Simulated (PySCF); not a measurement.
## A study: H₄S₂, SMILES `S.S`

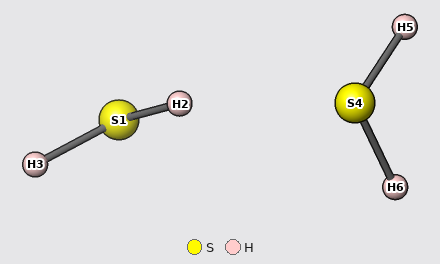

The molecule, with its atoms numbered as below. The pair's geometry is semi-empirical, so its contact may be too short or too long.

Geometry (Å), atoms numbered from 1:

```
S1       1.9371   -0.0890   -0.0124
H2       0.6672    0.1948    0.2652
H3       2.2952    1.1844    0.0682
S4      -1.8937    0.0905    0.0434
H5      -1.9178   -1.1847    0.4084
H6      -1.7383   -0.2188   -1.2377
```

## 1. Bonding charge

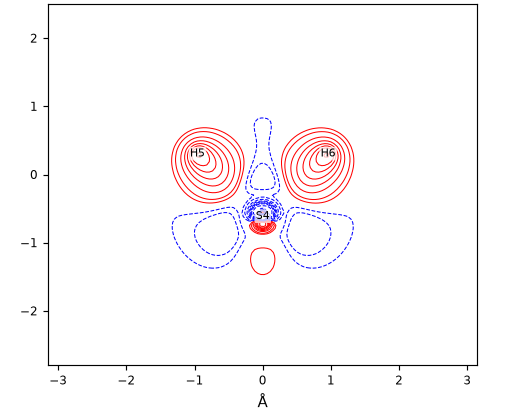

Deformation density (molecule less spherical, spin-averaged free atoms) in the plane of S4, H5 and H6; contours at ±0.05 to ±0.8 e/Å³; solid red lines: gain, dashed blue lines: loss.

Computed with PySCF, CAM-B3LYP/6-31+G*, geometry: GFN2-xTB.

How much density has each bond in this plane gained at its critical point, relative to the free atoms?

Answer. S4–H6: +0.39 e/Å³ at the bond critical point (bond length 1.33 Å). S4–H5: +0.38 e/Å³ at the bond critical point (bond length 1.33 Å). In all, 1.3 electrons gather in the regions of gain relative to the promolecule.

Where do the Hirshfeld charges lie?

Answer. The highest Hirshfeld charge is on H6 (+0.07 e), the lowest on S1 (−0.15 e).

```
atom  charge (e)
  S1       −0.15
  H2       +0.03
  H3       +0.06
  S4       −0.06
  H5       +0.06
  H6       +0.07
```

## 2. Local ionisation energy

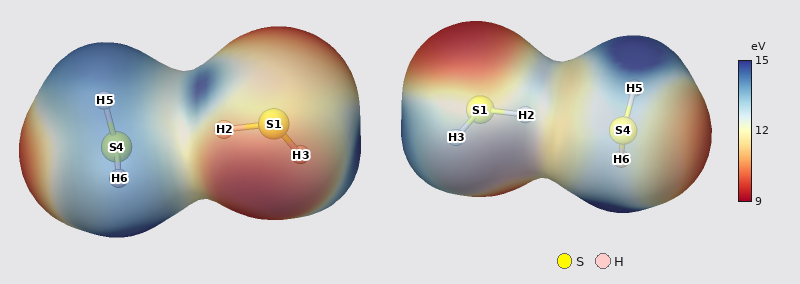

Average local ionisation energy on the surface of electron density 0.001 a.u. (back view left, front view right).

Where are the most loosely bound electrons on this surface?

Answer. The lowest value is 9.2 eV, 2.3 Å from S1. Further minima include 9.8 eV, 2.3 Å from S4; 11.5 eV, near H2 (2.14 Å) and S4 (2.21 Å). For comparison, the highest occupied orbital lies at −8.6 eV.

What volume does the surface enclose, and what is the dipole moment?

Answer. About 97 Å³; the dipole moment is 1.2 D.

## 3. Weak contacts

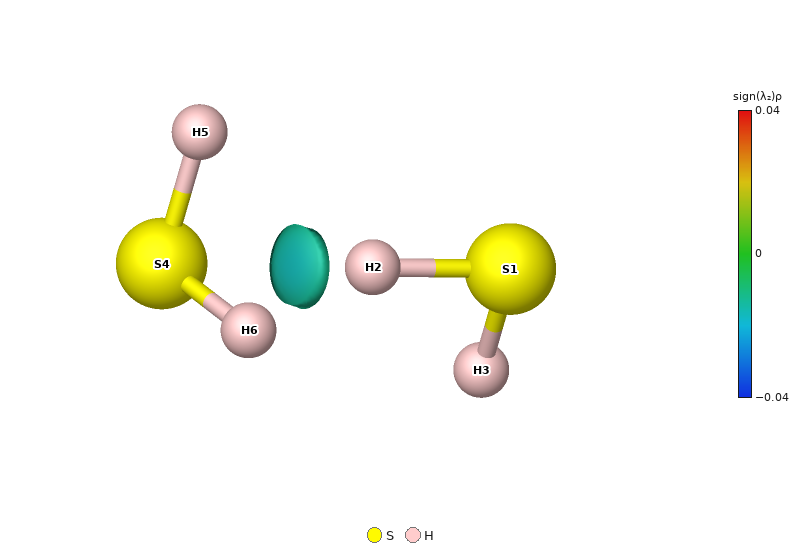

Non-covalent interaction surfaces between the fragments (reduced density gradient s = 0.5, coloured by sign(λ₂)ρ in a.u.; trimmed to the region between the fragments where ρ is under 0.06 a.u.). Fragment A: H2S (atoms 1–3); fragment B: H2S.

Level of theory: CAM-B3LYP/6-31+G* (PySCF), at a geometry from GFN2-xTB.

Interpret the surfaces between the fragments.

Answer. Bond critical points between the fragments: H2···S4, hydrogen bond, 2.57 Å, ρ = 0.015 a.u. It appears blue-green. The pose is a local one from a semi-empirical search, not shown to be the most stable.

How strongly are they bound?

Answer. The counterpoise-corrected interaction energy of the frozen fragments is −0.7 kcal/mol without dispersion correction and −1.6 kcal/mol with D3(BJ). The pair geometry is semi-empirical, not a minimum at this level.

## 4. Binding density

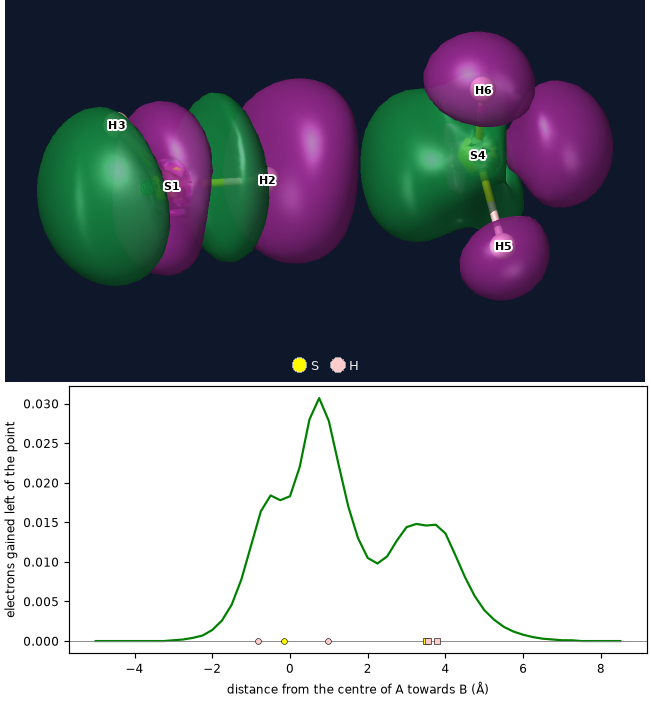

Density of the complex less the densities of the two fragments at the same geometry, ±0.0015 e/Å³ (green: gain, purple: loss). Fragment A: H2S (atoms 1–3); fragment B: H2S. Below: the charge-displacement curve along the line of centres (A on the left).

How is the density rearranged on binding?

Answer. Hirshfeld charges show 0.013 e passing from B to A. By Hirshfeld charges, electrons gather most on S1 (−0.025 e) and leave H2 most (+0.015 e); 0.06 e is displaced in all, which induces a dipole of 0.52 D.
